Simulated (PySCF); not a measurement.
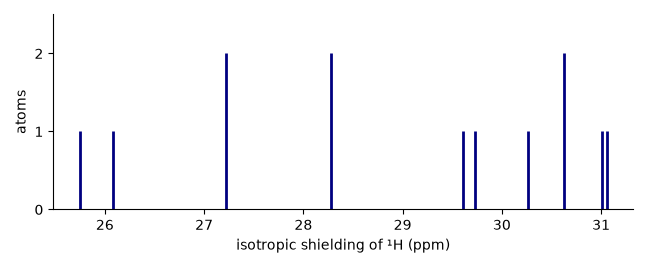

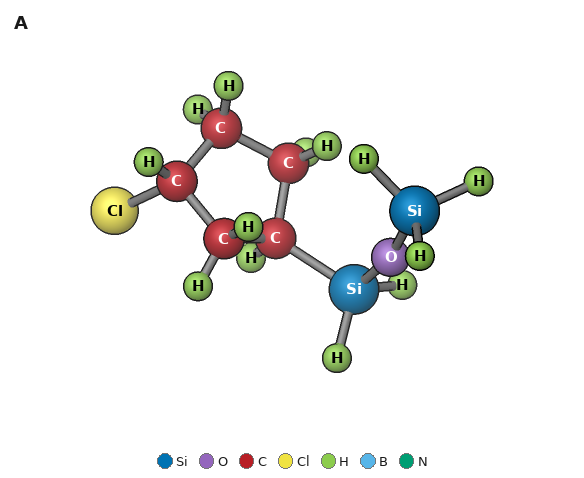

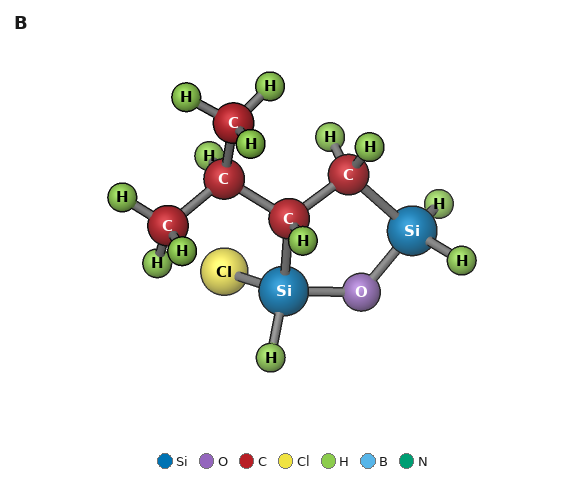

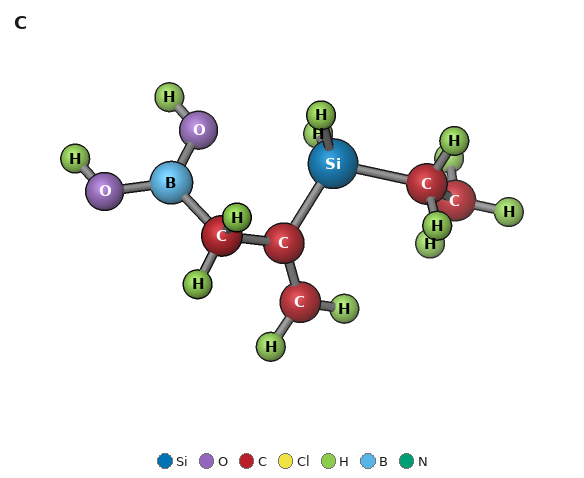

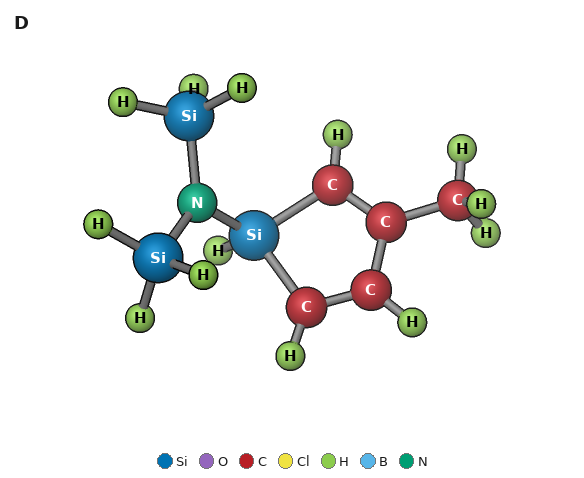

The sticks are computed shieldings of one of the molecules, for one fixed geometry (GFN2-xTB) without averaging over rotations. Low shielding means a high chemical shift. Method: GIAO PBE0/pcSseg-1 NMR shielding, non-relativistic, gas phase (PySCF 2.14.0).

### Which molecule gives this pattern?

C, `C=C(CB(O)O)[SiH2]CC`. Its 13 H atoms give lines at 25.74, 26.08, 27.22 (2 atoms), 28.27 (2 atoms), 29.61, 29.72, 30.27, 30.62 (2 atoms), 31.00, 31.05 ppm.

The geometry is semi-empirical. Around B, Si such bond lengths and angles can be off by a tenth of an ångström or more and by several degrees, and values that hang on the shape move with them.
